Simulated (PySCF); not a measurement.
# PBE/STO-3G run of P2H2 (phosphanylidenephosphane)

Aim: the energy change on altering one bond length of P2H2 (phosphanylidenephosphane) at PBE/STO-3G, from 2 runs. The job is set up through a Python script.

The calculation is run with PySCF 2.14.0.

8 further runs of the same task are left out: 8 set aside as unsound or not needed.

## (1) The structure to begin with

The species is P2H2 (4 atoms), meant as a singlet with charge 0. SMILES: `[H]/P=P/[H]`. The coordinates come from a GFN2-xTB relaxation.

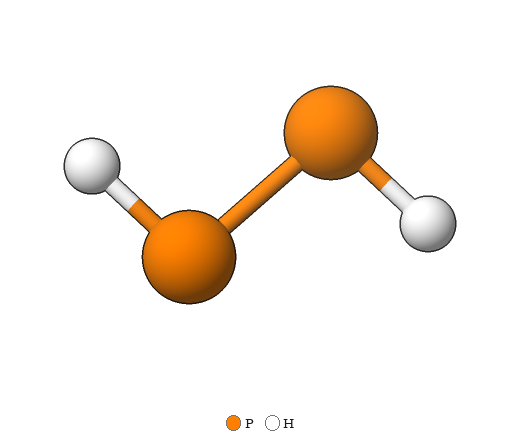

Viewed from a chosen angle; phosphorus orange, hydrogen white.

## (2) A single-point energy at PBE/STO-3G

Input file calc.py:

```python
from pyscf import gto, dft

mol = gto.Mole()
mol.atom = 'P -0.024370 -1.003630 0.088350; P 0.024420 1.003540 -0.088260; H 1.037260 -1.067570 1.003320; H -1.037310 1.067660 -1.003410'
mol.basis = 'sto-3g'
mol.max_memory = 1860
mol.verbose = 4
mol.charge = 0
mol.build()

myscf = dft.RKS(mol)
myscf.xc = 'pbe'
myscf.grids.level = 5
myscf.conv_tol = 1e-10
myscf.kernel()
if not myscf.converged:
    myscf = myscf.newton().run(myscf.mo_coeff, myscf.mo_occ)

e_final = myscf.e_tot
print('Final energy', e_final)
```

The run is started by

```sh
$ OMP_NUM_THREADS=1 python calc.py
```

What it wrote:

```text
PySCF version 2.14.0

[INPUT] num. atoms = 4
[INPUT] num. electrons = 32
[INPUT] charge = 0
[INPUT] spin (= nelec alpha-beta = 2S) = 0
[INPUT] symmetry False subgroup None
[INPUT] Mole.unit = angstrom
[INPUT] Symbol           X                Y                Z      unit          X                Y                Z       unit  Magmom
[INPUT]  1 P     -0.024370000000  -1.003630000000   0.088350000000 AA   -0.046052625656  -1.896585830397   0.166957303105 Bohr   0.0
[INPUT]  2 P      0.024420000000   1.003540000000  -0.088260000000 AA    0.046147111962   1.896415755046  -0.166787227754 Bohr   0.0
[INPUT]  3 H      1.037260000000  -1.067570000000   1.003320000000 AA    1.960137319966  -2.017414918802   1.896000015299 Bohr   0.0
[INPUT]  4 H     -1.037310000000   1.067660000000  -1.003410000000 AA   -1.960231806273   2.017584994153  -1.896170090650 Bohr   0.0

nuclear repulsion = 76.759456531844
number of shells = 12
number of NR pGTOs = 60
number of NR cGTOs = 20
basis = sto-3g
ecp = {}

******** <class 'pyscf.dft.rks.RKS'> ********
method = RKS
initial guess = minao
damping factor = 0
level_shift factor = 0
DIIS = <class 'pyscf.scf.diis.CDIIS'>
diis_start_cycle = 1
diis_space = 8
diis_damp = 0
SCF conv_tol = 1e-10
SCF conv_tol_grad = None
SCF max_cycles = 50
direct_scf = True
direct_scf_tol = 1e-13
XC library pyscf.dft.libxc version 7.0.0
    S. Lehtola, C. Steigemann, M. J.T. Oliveira, and M. A.L. Marques.,  SoftwareX 7, 1–5 (2018)
XC functionals = pbe
    J. P. Perdew, K. Burke, and M. Ernzerhof.,  Phys. Rev. Lett. 77, 3865 (1996)
    J. P. Perdew, K. Burke, and M. Ernzerhof.,  Phys. Rev. Lett. 78, 1396 (1997)
    J. P. Perdew, K. Burke, and M. Ernzerhof.,  Phys. Rev. Lett. 77, 3865 (1996)
    J. P. Perdew, K. Burke, and M. Ernzerhof.,  Phys. Rev. Lett. 78, 1396 (1997)
radial grids:
    Treutler-Ahlrichs [JCP 102, 346 (1995); DOI:10.1063/1.469408] (M4) radial grids

becke partition: Becke, JCP 88, 2547 (1988); DOI:10.1063/1.454033
pruning grids: <function nwchem_prune>
grids dens level: 5
symmetrized grids: False
atomic radii adjust function: <function treutler_atomic_radii_adjust>
small_rho_cutoff = 0
Set gradient conv threshold to 1e-05
Initial guess from minao.
tot grids = 134256
init E= -675.512733879189
  HOMO = -0.222116698510312  LUMO = -0.0904137986400941  gap/eV = 3.58382
cycle= 1 E= -675.782076813525  delta_E= -0.269  |g|= 0.0674  |ddm|= 2.63
  HOMO = -0.0884480447553683  LUMO = 0.0199436452856611  gap/eV = 2.94949
cycle= 2 E= -675.784680828448  delta_E= -0.0026  |g|= 0.0297  |ddm|= 0.335
  HOMO = -0.094655026793743  LUMO = 0.0162081109670469  gap/eV = 3.01674
cycle= 3 E= -675.785139556014  delta_E= -0.000459  |g|= 0.00882  |ddm|= 0.0965
  HOMO = -0.0936664216729356  LUMO = 0.0181165986166009  gap/eV = 3.04177
cycle= 4 E= -675.785177818304  delta_E= -3.83e-05  |g|= 0.000708  |ddm|= 0.0206
  HOMO = -0.0936649488173377  LUMO = 0.018106962668986  gap/eV = 3.04147
cycle= 5 E= -675.785177353649  delta_E= 4.65e-07  |g|= 0.00125  |ddm|= 0.00349
  HOMO = -0.0936650341600363  LUMO = 0.0181022072606436  gap/eV = 3.04134
cycle= 6 E= -675.785178064256  delta_E= -7.11e-07  |g|= 5.72e-06  |ddm|= 0.00227
  HOMO = -0.0936656009436151  LUMO = 0.0181015247875373  gap/eV = 3.04134
cycle= 7 E= -675.785178064273  delta_E= -1.71e-11  |g|= 4.44e-07  |ddm|= 1.47e-05
  HOMO = -0.0936656315150355  LUMO = 0.0181014532698673  gap/eV = 3.04134
Extra cycle  E= -675.785178064271  delta_E= 1.36e-12  |g|= 1.16e-06  |ddm|= 3.29e-06
converged SCF energy = -675.785178064271
Final energy -675.7851780642712
```

It took 1.1 s on 1 thread of AMD EPYC 9R45 (Zen 5), shared host; peak memory 0.2 GiB.

## (3) The distorted shape, same level

Input file calc.py:

```python
from pyscf import gto, dft

system = gto.M(
    atom='P -0.236726 -0.990840 -0.094670; P -0.187936 1.016330 -0.271280; H 1.037260 -1.067570 1.003320; H -1.249666 1.080450 -1.186430',
    verbose=3,
    charge=0,
    basis='sto-3g',
    max_memory=1860,
)

myscf = dft.RKS(system)
myscf.xc = 'pbe'
myscf.conv_tol = 1e-10
myscf.grids.level = 5
myscf.kernel()
if not myscf.converged:
    myscf = myscf.newton().run(myscf.mo_coeff, myscf.mo_occ)

e_tot = myscf.e_tot
print('Final energy', e_tot)
```

The run is started by

```sh
$ OMP_NUM_THREADS=1 python calc.py
```

What it wrote:

```text
converged SCF energy = -675.765176539649
Final energy -675.7651765396486
```

Wall time 1.3 s (1 thread of AMD EPYC 9R45 (Zen 5), shared host); peak memory 0.2 GiB.

## (4) Outcome

Level: PBE/STO-3G.

```
                                                         quantity          value
                                        first shape: total energy  -675.78518 Eh
                                       first shape: dipole moment         0.00 D
                                         first shape: HOMO energy       -2.55 eV
                                         first shape: LUMO energy        0.49 eV
                                       first shape: HOMO–LUMO gap        3.04 eV
                                    distorted shape: total energy  -675.76518 Eh
                                   distorted shape: dipole moment         0.42 D
                                     distorted shape: HOMO energy       -2.63 eV
                                     distorted shape: LUMO energy        0.47 eV
                                   distorted shape: HOMO–LUMO gap        3.09 eV
energy change with the P1–H3 bond stretched from 1.403 to 1.684 Å       0.544 eV
```

What this shows: With the P1–H3 bond stretched from 1.403 to 1.684 Å the energy rises by 0.54 eV (12.6 kcal/mol). The first shape isn't relaxed at this level, so the change isn't measured from a minimum. The minimal basis adds a large error of its own. Mulliken charges (distorted shape) run from -0.11 on H3 to +0.11 on P1.
